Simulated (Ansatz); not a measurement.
# Single-point calculation, with input and output: C2H11BO2Si (charge +1)

C2H11BO2Si, charge +1, multiplicity 2, set up with UHF-d4, mp2/cc-pVTZ (Ansatz 0.2.0).

The geometry comes from this level: PBE0-D4/def2-TZVP.

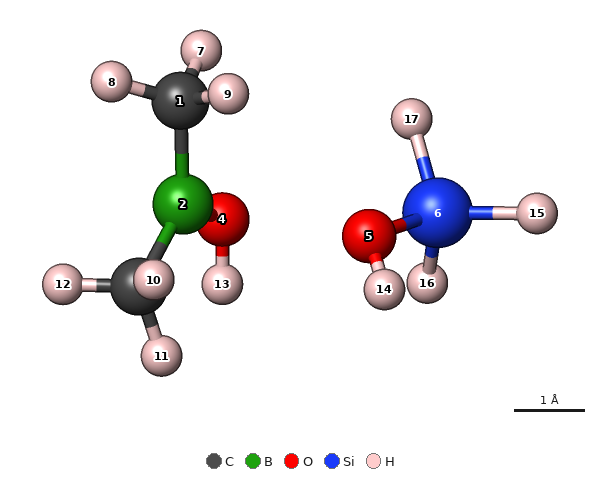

Fig. 1: The input geometry (ball-and-stick view, seen at a tilt; atoms are numbered from 1 in the order of the input). Sticks are drawn by distance; a stretched bond gets none, so the picture shows separate pieces. Bond lengths as drawn: B–C 1.57 to 1.58 Å, B–O 1.37 Å, C–H 1.09 to 1.10 Å, H–O 0.96 Å, H–Si 1.48 to 1.49 Å and O–Si 1.65 Å.

**Input**
```yaml
crystal:
  periodic: [false, false, false]
  atoms:
    - {symbol: C, position_ang: [0.637545, -1.869573, -0.031022]}
    - {symbol: B, position_ang: [0.310505, -0.621990, -0.922465]}
    - {symbol: C, position_ang: [1.438225, 0.293614, -1.531936]}
    - {symbol: O, position_ang: [-1.009101, -0.386041, -1.196886]}
    - {symbol: O, position_ang: [-0.020165, 1.126012, 1.423453]}
    - {symbol: Si, position_ang: [-1.651631, 1.038449, 1.683028]}
    - {symbol: H, position_ang: [-0.230709, -2.506542, 0.147437]}
    - {symbol: H, position_ang: [1.438734, -2.477384, -0.462759]}
    - {symbol: H, position_ang: [1.008836, -1.522252, 0.939573]}
    - {symbol: H, position_ang: [2.238864, 0.474783, -0.810147]}
    - {symbol: H, position_ang: [1.081236, 1.261387, -1.898288]}
    - {symbol: H, position_ang: [1.905075, -0.221998, -2.380148]}
    - {symbol: H, position_ang: [-1.140969, 0.396699, -1.737817]}
    - {symbol: H, position_ang: [0.389705, 1.988468, 1.496330]}
    - {symbol: H, position_ang: [-2.003715, 1.733410, 2.953731]}
    - {symbol: H, position_ang: [-2.420830, 1.688539, 0.587879]}
    - {symbol: H, position_ang: [-1.990703, -0.395981, 1.780334]}
basis:
  gaussian: {orbitals: cc-pVTZ}
total_charge: 1
magnetization: {spin_polarized: true, initial_magnetization: 1}
hamiltonian: {xc: {name: HF}}
correlation: {method: mp2, frozen_orbitals: {C: 9}}
```

Hardware: 4 threads of Arm Neoverse V2, 23 GiB of memory available, shared host.

Launched with:
```bash
ansatz run in.yaml --threads 4 --pin off --events-out ev --progress --plain --max-ram 11315MiB
```

**The program's output**
```
Functional definition: HF
  name "HF"
  cite "Fock, Z. Phys. 61, 126 (1930) doi:10.1007/BF01340294"
  parent pbe
  exchange = exact_x
  correlation = 0
Error: "frozen_orbitals" has no count for B
```

**Outcome**

```json
{"quantity": "outcome", "value": "refused by the program"}
```

**Diagnosis**

A setting was made wrong on purpose: more core orbitals are frozen than the atom can spare. The program refused the input: “"frozen_orbitals" has no count for B”
